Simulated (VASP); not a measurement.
Band structure of Al$_{3}$Sc (L1_2). Method: PBE GGA with D3 dispersion (Becke-Johnson damping), VASP's PBE PAW potentials (set 64) (plane waves; VASP).

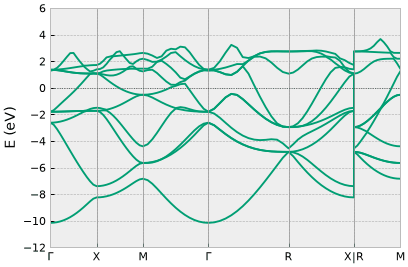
Fig. 1. Bands along high-symmetry lines, zero at the valence-band maximum or, without a gap, the Fermi level

Task: Read the plot: is there a gap, and where are the band edges?

Result: It has no gap at this level: it comes out as a metal or semimetal. (Edges off the drawn lines would not show.)

The compound is Al3Sc in the L1_2 structure. It was relaxed first.
